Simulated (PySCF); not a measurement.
# Geometry relaxation of CH2In (part 2 of 2)

CH2In, multiplicity 2; PBE0/def2-TZVP, UKS, dispersion D4, core potentials def2-svp (PySCF 2.14.0). 

Geometry of the input (Å):
```
C  -0.1606  0.0684  -0.0767
In 1.7769  -0.7281  0.6873
H  -0.9825  -0.0293  0.6708
H  -0.5085  -0.4648  -0.9729
```

The program's output, continued:
```
Geometry optimization cycle 9
Cartesian coordinates (Angstrom)
 Atom        New coordinates             dX        dY        dZ
   C  -0.192851  -0.239352   0.004378   -0.000498 -0.011433 -0.006938
  In   1.860042  -0.677679   0.694961   -0.007322  0.005546  0.007112
   H  -1.013425   0.103351   0.641551    0.013830  0.001602  0.008048
   H  -0.528908  -0.340384  -1.032452   -0.006329  0.004293 -0.008362
converged SCF energy = -229.337948640301  <S^2> = 0.75522066  2S+1 = 2.0052139
--------------- DFUKS_Scanner gradients ---------------
         x                y                z
0 C    -0.0005506137     0.0002345417     0.0002144242
1 In    -0.0001107477    -0.0000039510    -0.0001336164
2 H     0.0002609173    -0.0000562474     0.0001715924
3 H     0.0004060740    -0.0001744018    -0.0002479669
----------------------------------------------
cycle 9: E = -229.33794864  dE = -3.56507e-05  norm(grad) = 0.000889821
Step    8 : Displace = 1.324e-02/1.626e-02 (rms/max) Trust = 3.028e-02 (+) Grad = 4.449e-04/6.357e-04 (rms/max) E (change) = -229.3379486403 (-3.565e-05) Quality = 1.018
Hessian Eigenvalues: 1.97142e-02 4.99739e-02 4.99988e-02 ... 1.77528e-01 2.90027e-01 3.63489e-01

Geometry optimization cycle 10
Cartesian coordinates (Angstrom)
 Atom        New coordinates             dX        dY        dZ
   C  -0.193082  -0.245292   0.003344   -0.000231 -0.005940 -0.001034
  In   1.860557  -0.676116   0.697242    0.000515  0.001563  0.002281
   H  -1.010530   0.104473   0.639930    0.002895  0.001122 -0.001621
   H  -0.532369  -0.337154  -1.032293   -0.003461  0.003231  0.000159
converged SCF energy = -229.337950566001  <S^2> = 0.75522275  2S+1 = 2.005216
--------------- DFUKS_Scanner gradients ---------------
         x                y                z
0 C    -0.0006932484    -0.0000359489    -0.0000788346
1 In    -0.0000301766     0.0000458083    -0.0000579828
2 H     0.0004460979    -0.0000940042    -0.0002877970
3 H     0.0002823336     0.0000844325     0.0004299106
----------------------------------------------
cycle 10: E = -229.337950566  dE = -1.9257e-06  norm(grad) = 0.00102801
Step    9 : Displace = 4.444e-03/6.011e-03 (rms/max) Trust = 4.283e-02 (+) Grad = 5.140e-04/6.986e-04 (rms/max) E (change) = -229.3379505660 (-1.926e-06) Quality = 0.588
Hessian Eigenvalues: 3.17004e-02 4.99675e-02 4.99973e-02 ... 1.52088e-01 3.42220e-01 3.57231e-01

Geometry optimization cycle 11
Cartesian coordinates (Angstrom)
 Atom        New coordinates             dX        dY        dZ
   C  -0.192220  -0.243031   0.003263    0.000862  0.002261 -0.000081
  In   1.860790  -0.676725   0.697164    0.000233 -0.000609 -0.000078
   H  -1.011579   0.103812   0.640169   -0.001049 -0.000661  0.000239
   H  -0.532621  -0.338143  -1.032571   -0.000252 -0.000989 -0.000278
converged SCF energy = -229.337952298509  <S^2> = 0.75522176  2S+1 = 2.005215
--------------- DFUKS_Scanner gradients ---------------
         x                y                z
0 C    -0.0001552723    -0.0000324052     0.0001491700
1 In    -0.0000326978     0.0000206687    -0.0000594633
2 H     0.0000927805     0.0000049702    -0.0000526024
3 H     0.0001003453     0.0000070522    -0.0000319904
----------------------------------------------
cycle 11: E = -229.337952299  dE = -1.73251e-06  norm(grad) = 0.000273835
Step   10 : Displace = 1.499e-03/2.442e-03 (rms/max) Trust = 4.283e-02 (=) Grad = 1.369e-04/2.177e-04 (rms/max) E (change) = -229.3379522985 (-1.733e-06) Quality = 1.258
Hessian Eigenvalues: 2.98407e-02 4.98429e-02 4.99811e-02 ... 1.55180e-01 3.41805e-01 3.81142e-01

Geometry optimization cycle 12
Cartesian coordinates (Angstrom)
 Atom        New coordinates             dX        dY        dZ
   C  -0.191634  -0.241939   0.002381    0.000586  0.001092 -0.000882
  In   1.860677  -0.676837   0.697868   -0.000112 -0.000111  0.000704
   H  -1.011232   0.103152   0.640325    0.000347 -0.000660  0.000156
   H  -0.533812  -0.338479  -1.032902   -0.001191 -0.000336 -0.000330
converged SCF energy = -229.337952805402  <S^2> = 0.75522178  2S+1 = 2.005215
--------------- DFUKS_Scanner gradients ---------------
         x                y                z
0 C     0.0000237278    -0.0000178474     0.0001417654
1 In    -0.0000206319     0.0000077601    -0.0000336830
2 H    -0.0000133287     0.0000208260     0.0000114394
3 H     0.0000153071    -0.0000102884    -0.0001143269
----------------------------------------------
cycle 12: E = -229.337952805  dE = -5.06893e-07  norm(grad) = 0.000191709
```

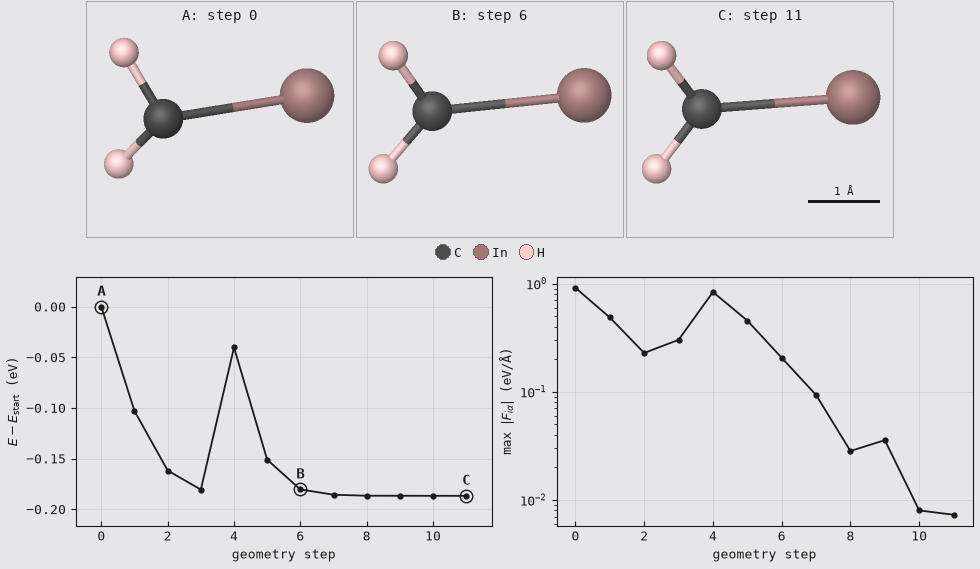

Figure 1. Frames of the relaxation (ball-and-stick view, seen at a tilt) above the curves, on which the letters mark them (steps are counted from 0).

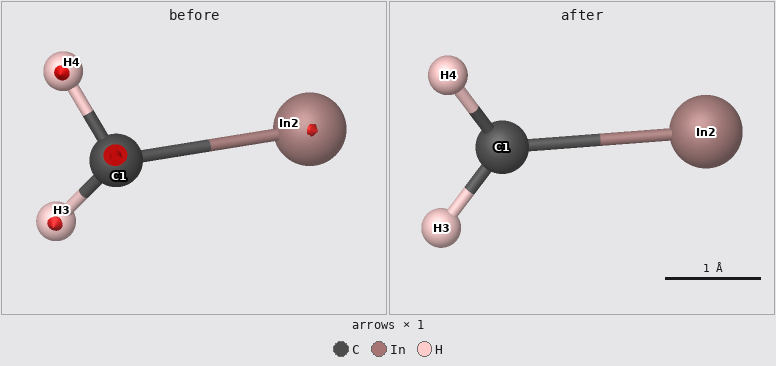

Figure 2. Before (left) and after (right) the relaxation, at one scale (ball-and-stick view, seen at a tilt). The red arrows give the displacements, at true length. Over 11 geometry steps the energy falls by 0.187 eV. Largest force component: 0.91 eV/Å at the start, 0.0073 eV/Å at the end. The atom that moves furthest after the best rigid fit is C1 (0.32 Å). Largest moves by element: C 0.32 Å, H 0.14 Å, In 0.10 Å. Distances before and after: C1–H3 1.115 → 1.094 Å, C1–In2 2.230 → 2.210 Å, C1–H4 1.099 → 1.095 Å. Among the angles that change: In2–C1–H3 112.3° → 125.0°, H3–C1–H4 105.7° → 110.2°. (Atoms are counted from 1 in the order of the input.)

```
Step   11 : Displace = 1.116e-03/1.518e-03 (rms/max) Trust = 6.057e-02 (+) Grad = 9.585e-05/1.448e-04 (rms/max) E (change) = -229.3379528054 (-5.069e-07) Quality = 1.380
Hessian Eigenvalues: 2.98407e-02 4.98429e-02 4.99811e-02 ... 1.55180e-01 3.41805e-01 3.81142e-01
Converged! =D

converged: True
C          -0.19163418       -0.24193868        0.00238104
In          1.86067725       -0.67683673        0.69786786
H          -1.01123185        0.10315161        0.64032454
H          -0.53381171       -0.33847886       -1.03290178

WARN: HOMO -0.509368407320228 >= LUMO -0.509368407320226

converged SCF energy = -229.337952805347  <S^2> = 0.75522107  2S+1 = 2.0052143
E = -229.3379528053 Eh
```

Trajectory as extended XYZ (Å, eV, eV/Å), 12 frames, from step=0 to step=11:
```
4
Properties=species:S:1:pos:R:3:forces:R:3 step=0 energy=-6240.41690
C    -0.1606    0.0684   -0.0767   -0.0099  -0.9131   0.6534
In    1.7769   -0.7281    0.6873   -0.2124   0.2859  -0.1328
H    -0.9825   -0.0293    0.6708    0.2617   0.3611  -0.3053
H    -0.5085   -0.4648   -0.9729   -0.0393   0.2657  -0.2152
4
Properties=species:S:1:pos:R:3:forces:R:3 step=1 energy=-6240.51986
C    -0.1612   -0.0317   -0.0465   -0.0823  -0.4860   0.1187
In    1.7900   -0.7068    0.6879    0.1455   0.0792   0.0190
H    -0.9900    0.0150    0.6775    0.0198   0.1590  -0.2413
H    -0.5134   -0.4307   -1.0103   -0.0823   0.2479   0.1040
4
Properties=species:S:1:pos:R:3:forces:R:3 step=2 energy=-6240.57862
C    -0.1766   -0.1400   -0.0212    0.0606  -0.2282  -0.0171
In    1.8230   -0.6899    0.6933    0.1794   0.0100   0.0461
H    -0.9999    0.0622    0.6699   -0.1132   0.0729  -0.1596
H    -0.5210   -0.3865   -1.0332   -0.1272   0.1456   0.1306
4
Properties=species:S:1:pos:R:3:forces:R:3 step=3 energy=-6240.59743
C    -0.1926   -0.2271   -0.0029   -0.1034  -0.0223  -0.0803
In    1.8462   -0.6763    0.6959    0.1029  -0.0154   0.0317
H    -1.0051    0.0995    0.6626    0.0580  -0.0492  -0.2537
H    -0.5231   -0.3503   -1.0468   -0.0578   0.0869   0.3020
4
Properties=species:S:1:pos:R:3:forces:R:3 step=4 energy=-6240.45711
C    -0.1910   -0.1597    0.1103   -0.4205  -0.0958   0.1517
In    1.9626   -0.7386    0.6033   -0.7010   0.2394  -0.0141
H    -1.1929    0.1091    0.5228    0.8347  -0.0246   0.4128
H    -0.4536   -0.3643   -0.9281    0.2870  -0.1193  -0.5506
4
Properties=species:S:1:pos:R:3:forces:R:3 step=5 energy=-6240.56794
C    -0.1898   -0.1970    0.0530   -0.1980  -0.0278   0.1619
In    1.9139   -0.7091    0.6510   -0.3660   0.1198  -0.0237
H    -1.1071    0.1069    0.5891    0.4547  -0.0462   0.1311
H    -0.4918   -0.3546   -0.9846    0.1095  -0.0457  -0.2689
4
Properties=species:S:1:pos:R:3:forces:R:3 step=6 energy=-6240.59730
C    -0.1911   -0.2186    0.0242   -0.0745  -0.0109   0.0991
In    1.8827   -0.6915    0.6754   -0.1497   0.0505  -0.0077
H    -1.0552    0.1046    0.6221    0.2060  -0.0326   0.0110
H    -0.5111   -0.3486   -1.0132    0.0179  -0.0068  -0.1022
4
Properties=species:S:1:pos:R:3:forces:R:3 step=7 energy=-6240.60253
C    -0.1924   -0.2279    0.0113    0.0933  -0.0512  -0.0003
In    1.8674   -0.6832    0.6878   -0.0515   0.0203   0.0002
H    -1.0273    0.1017    0.6335   -0.0246   0.0282   0.0640
H    -0.5226   -0.3447   -1.0241   -0.0176   0.0027  -0.0639
4
Properties=species:S:1:pos:R:3:forces:R:3 step=8 energy=-6240.60350
C    -0.1929   -0.2394    0.0044    0.0283  -0.0121  -0.0110
In    1.8600   -0.6777    0.6950    0.0057   0.0002   0.0069
H    -1.0134    0.1034    0.6416   -0.0134   0.0029  -0.0088
H    -0.5289   -0.3404   -1.0325   -0.0209   0.0090   0.0128
4
Properties=species:S:1:pos:R:3:forces:R:3 step=9 energy=-6240.60355
C    -0.1931   -0.2453    0.0033    0.0356   0.0018   0.0041
In    1.8606   -0.6761    0.6972    0.0016  -0.0024   0.0030
H    -1.0105    0.1045    0.6399   -0.0229   0.0048   0.0148
H    -0.5324   -0.3372   -1.0323   -0.0145  -0.0043  -0.0221
4
Properties=species:S:1:pos:R:3:forces:R:3 step=10 energy=-6240.60360
C    -0.1922   -0.2430    0.0033    0.0080   0.0017  -0.0077
In    1.8608   -0.6767    0.6972    0.0017  -0.0011   0.0031
H    -1.0116    0.1038    0.6402   -0.0048  -0.0003   0.0027
H    -0.5326   -0.3381   -1.0326   -0.0052  -0.0004   0.0016
4
Properties=species:S:1:pos:R:3:forces:R:3 step=11 energy=-6240.60361
C    -0.1916   -0.2419    0.0024   -0.0012   0.0009  -0.0073
In    1.8607   -0.6768    0.6979    0.0011  -0.0004   0.0017
H    -1.0112    0.1032    0.6403    0.0007  -0.0011  -0.0006
H    -0.5338   -0.3385   -1.0329   -0.0008   0.0005   0.0059
```

Key numbers:

- outcome: converged
- total energy: −229.337953 hartree
- dispersion energy: −0.001913 hartree
- basis functions: 93
- ⟨S²⟩: 0.755
- dipole moment: 0.07 D
- wall time: 3.7 min
- peak memory: 0.88 GiB
